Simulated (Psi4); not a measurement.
# B2PLYP/def2-SVP (density fitting for correlation) run of C2H8Si (dimethylsilane)

Aim: the energy change on altering one bond length of C2H8Si (dimethylsilane) at B2PLYP/def2-SVP (density fitting for correlation), from 2 runs. 

The calculation is run with Psi4 1.11.

4 further runs of the same task are left out: 1 that didn't finish, 3 set aside as unsound or not needed.

### 1 The system as given

C2H8Si: 11 atoms, total charge 0, spin state singlet. SMILES: `C[SiH2]C`. The shape is that of a PBE0-D4/def2-TZVP optimisation.

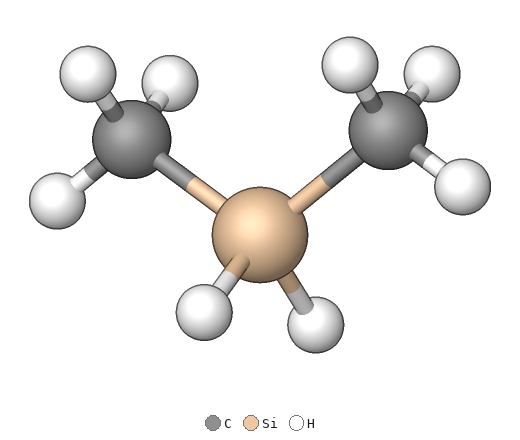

Viewed from a chosen angle; carbon grey, silicon light orange, hydrogen white.

### 2 A single-point energy at B2PLYP/def2-SVP (density fitting for correlation)

job.py reads:

```python
import psi4

psi4.set_memory('1600 MB')
psi4.set_num_threads(1)
psi4.set_output_file('c2h8si.out', False)

mol = psi4.geometry("""
C     -1.050200     0.967200    -0.661200
Si    -0.309200    -0.653200    -0.087600
C      1.346600    -0.392300     0.745700
H     -2.015800     0.806900    -1.146100
H     -0.391700     1.464600    -1.377800
H     -1.204900     1.644900     0.182100
H     -0.139900    -1.564200    -1.256100
H     -1.245100    -1.319300     0.863300
H      2.058200     0.075200     0.060400
H      1.772600    -1.342000     1.077400
H      1.244800     0.255200     1.620300
symmetry c1
no_reorient
no_com
""")

options = {'basis': 'def2-SVP', 'reference': 'rks', 'puream': True, 'e_convergence': 1e-09, 'd_convergence': 1e-08, 'scf_type': 'pk', 'dft_radial_points': 99, 'dft_spherical_points': 590, 'num_frozen_docc': 7}
psi4.set_options(options)

e, wfn = psi4.energy('b2plyp', return_wfn=True)
print(f'b2plyp energy: {e:.10f} Eh')
```

On the command line:

```bash
python job.py
```

c2h8si.out:

```text
[...]
  Running in c1 symmetry.
[...]
  Nuclear repulsion =  114.158504220796615
[...]
  Multiplicity = 1
[...]
  Nalpha       = 17
  Nbeta        = 17
[...]
    Number of basis functions: 86
[...]
   @RKS iter   1:  -369.79419223665735   -4.34522e-01   7.35301e-03 DIIS/ADIIS
[...]
   @RKS iter   9:  -370.01212421462742   -1.97815e-11   8.80494e-09 DIIS
[...]
    Orbital Energies [Eh]
    ---------------------
    Doubly Occupied:
       1A    -67.203532     2A    -10.604319     3A    -10.604288
       4A     -5.617118     5A     -3.874418     6A     -3.874188
       7A     -3.873905     8A     -0.806683     9A     -0.778016
      10A     -0.568067    11A     -0.482510    12A     -0.478540
      13A     -0.459505    14A     -0.459253    15A     -0.374778
      16A     -0.371864    17A     -0.367609
[...]
  @RKS Final Energy:  -370.01212421462742
   => Energetics <=
    Nuclear Repulsion Energy =            114.1585042207966154
    One-Electron Energy =                -734.8518418768401261
    Two-Electron Energy =                 267.2872415533384469
    DFT Exchange-Correlation Energy =     -16.6060281119223916
    Empirical Dispersion Energy =           0.0000000000000000
    VV10 Nonlocal Energy =                  0.0000000000000000
    Total Energy =                       -370.0121242146274199
[...]
 Multipole Moments:
 ------------------------------------------------------------------------------------
     Multipole            Electronic (a.u.)      Nuclear  (a.u.)        Total (a.u.)
 ------------------------------------------------------------------------------------
 L = 1.  Multiply by 2.5417464519 to convert [e a0] to [Debye]
 Dipole X            :          4.8010094           -4.6717809            0.1292285
 Dipole Y            :         10.9887203          -10.7224950            0.2662253
 Dipole Z            :          1.3517197           -1.3150604            0.0366593
 Magnitude           :                                                    0.2981942
[...]
```

The script printed:

```text
b2plyp energy: -370.1435827297 Eh
```

It took 24 s on 1 thread of Intel Xeon Platinum 8259CL at 2.50GHz (Skylake/Cascade Lake), shared host; peak memory 0.98 GiB.

### 3 The distorted shape

job.json reads:

```json
{
  "schema_name": "qcschema_input",
  "schema_version": 1,
  "molecule": {
    "schema_name": "qcschema_molecule",
    "schema_version": 2,
    "symbols": ["C", "Si", "C", "H", "H", "H", "H", "H", "H", "H", "H"],
    "geometry": [-1.75070842, 0.80316951, -2.52442277, -0.35042136, -2.2589427, -1.44047586, 2.77858715, -1.76591316, 0.13423292, -3.57542797, 0.50024641, -3.44075097, -0.50632377, 1.74311928, -3.87860051, -2.27693101, 3.1084105, 0.34411913, -0.03049073, -3.9804832, -3.64862084, -2.11901604, -3.51768928, 0.35646471, 4.12331626, -0.8824662, -1.1607964, 3.58361048, -3.56058606, 0.76105507, 2.58621303, -0.54231549, 1.78698738],
    "molecular_charge": 0,
    "molecular_multiplicity": 1,
    "fix_symmetry": "c1"
  },
  "driver": "energy",
  "model": {
    "method": "b2plyp",
    "basis": "def2-SVP"
  },
  "keywords": {
    "reference": "rks",
    "puream": true,
    "e_convergence": 1e-09,
    "d_convergence": 1e-08,
    "scf_type": "pk",
    "dft_radial_points": 99,
    "dft_spherical_points": 590,
    "num_frozen_docc": 7
  }
}
```

On the command line:

```bash
psi4 --qcschema job.json -n 1 --memory 1600MB
```

stdout:

```text
[...]
  Running in c1 symmetry.
[...]
  Nuclear repulsion =  111.857844419790425
[...]
  Multiplicity = 1
[...]
  Nalpha       = 17
  Nbeta        = 17
[...]
    Number of basis functions: 86
[...]
   @RKS iter   1:  -369.58077493332053   -4.90620e-01   7.84265e-03 DIIS/ADIIS
[...]
   @RKS iter  11:  -369.88006934729162   -5.79803e-12   4.51376e-09 DIIS
[...]
    Orbital Energies [Eh]
    ---------------------
    Doubly Occupied:
       1A    -67.213521     2A    -10.666243     3A    -10.606627
       4A     -5.626868     5A     -3.884145     6A     -3.883958
       7A     -3.883686     8A     -0.804006     9A     -0.769914
      10A     -0.573180    11A     -0.493119    12A     -0.475281
      13A     -0.467806    14A     -0.405571    15A     -0.382968
      16A     -0.374783    17A     -0.324314
[...]
  @RKS Final Energy:  -369.88006934729162
   => Energetics <=
    Nuclear Repulsion Energy =            111.8578444197904247
    One-Electron Energy =                -729.9689751801328157
    Two-Electron Energy =                 264.7536664785650373
    DFT Exchange-Correlation Energy =     -16.5226050655143339
    Empirical Dispersion Energy =           0.0000000000000000
    VV10 Nonlocal Energy =                  0.0000000000000000
    Total Energy =                       -369.8800693472916237
[...]
 Multipole Moments:
 ------------------------------------------------------------------------------------
     Multipole            Electronic (a.u.)      Nuclear  (a.u.)        Total (a.u.)
 ------------------------------------------------------------------------------------
 L = 1.  Multiply by 2.5417464519 to convert [e a0] to [Debye]
 Dipole X            :         -0.3755360            0.5944141            0.2188780
 Dipole Y            :         -1.9209164            1.8679765           -0.0529399
 Dipole Z            :         -0.9988242            0.7444469           -0.2543773
 Magnitude           :                                                    0.3397323
[...]
```

The result, in JSON:

```text
{
 "driver": "energy",
 "model": {
  "method": "b2plyp",
  "basis": "def2-SVP"
 },
 "success": true,
 "return_result": -370.0178066685515,
 "properties": {
  "calcinfo_nbasis": 86,
  "calcinfo_nmo": 86,
  "calcinfo_nalpha": 17,
  "calcinfo_nbeta": 17,
  "calcinfo_natom": 11,
  "nuclear_repulsion_energy": 111.85784441979042,
  "return_energy": -370.0178066685515,
  "scf_one_electron_energy": -729.9689751801328,
  "scf_two_electron_energy": 264.75366647856504,
  "scf_xc_energy": -16.522605065514334,
  "scf_dipole_moment": [0.218878033913382, -0.05293987395584043, -0.2543773102659752],
  "scf_total_energy": -369.8800693472916,
  "scf_iterations": 11
 }
}
```

Wall time 27 s (1 thread of Intel Xeon Platinum 8259CL at 2.50GHz (Skylake/Cascade Lake), shared host); peak memory 0.97 GiB.

### 4 Results

Level: B2PLYP/def2-SVP (density fitting for correlation), 7 core orbitals frozen.

```
                                                         quantity          value
                                        first shape: total energy  -370.14358 Eh
                   first shape: HOMO energy (SCF part's orbitals)      -10.00 eV
                   first shape: LUMO energy (SCF part's orbitals)        2.63 eV
                 first shape: HOMO–LUMO gap (SCF part's orbitals)       12.63 eV
                                    distorted shape: total energy  -370.01781 Eh
               distorted shape: HOMO energy (SCF part's orbitals)       -8.83 eV
               distorted shape: LUMO energy (SCF part's orbitals)       -0.53 eV
             distorted shape: HOMO–LUMO gap (SCF part's orbitals)        8.30 eV
energy change with the C1–H6 bond stretched from 1.093 to 1.967 Å       3.423 eV
```

**Reading.** With the C1–H6 bond stretched from 1.093 to 1.967 Å the energy rises by 3.42 eV (330 kJ/mol). The first shape isn't relaxed at this level, so the change isn't measured from a minimum. A restricted reference can't describe the breaking bond well at this length.
